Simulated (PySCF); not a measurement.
C$_{3}$H$_{7}$NO$_{2}$Si

Input file:

```
{"job": {"kind": "nmr", "xc": "PBE0", "basis": "pcSseg-1"}, "charge": 0, "multiplicity": 1}
C      2.351460     0.665370     0.168522
C      1.123081     0.177467     0.134039
C      0.714815    -1.128362    -0.517396
O     -0.666952    -1.294910    -0.358609
Si    -1.319768    -0.080778     0.521897
N     -2.459444     0.804767    -0.409950
O      0.062940     0.800526     0.694803
H      2.567115     1.598694     0.653315
H      3.163764     0.137650    -0.293847
H      0.953657    -1.121408    -1.585631
H      1.234455    -1.970261    -0.046262
H     -1.708811    -0.564635     1.839979
H     -2.777839     1.683011    -0.035124
H     -3.239151     0.292397    -0.787901
```

Command:

```sh
OMP_NUM_THREADS=1 python probes_run.py task.json out
```

Geometry: GFN2-xTB.

Theory: PySCF 2.14.0, PBE0/pcSseg-1, SCF density, gas phase, non-relativistic.

Question: Predict the electron density and electron localisation function between the atoms.

Answer: C–C (1.32 Å): ρ is about 2.3 e/Å³ halfway; the ELF peaks at about 0.95 between the atoms; a multiple bond.
C–O (1.35 Å): the density is about 2.3 e/Å³ at the midpoint, with its minimum of 2 e/Å³ about 0.5 Å from C; the ELF peaks at about 0.85 between the atoms (a shared but strongly polarised pair).
Si–O (1.64 Å): ρ at the midpoint is about 1.2 e/Å³; the ELF peaks at about 0.85 between the atoms, as expected for a polar covalent bond.
C–O (1.40 Å): ρ at the midpoint is about 2.1 e/Å³, with its minimum of 1.8 e/Å³ about 0.5 Å from C; the ELF peaks at about 0.90 between the atoms (a shared but strongly polarised pair).

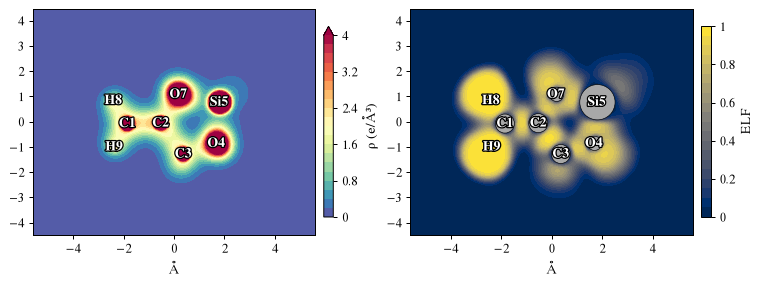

Computed electron density and electron localisation function on the plane of atoms C2, C1 and H8, in this order. Grey discs cover the atomic cores in the ELF map. 
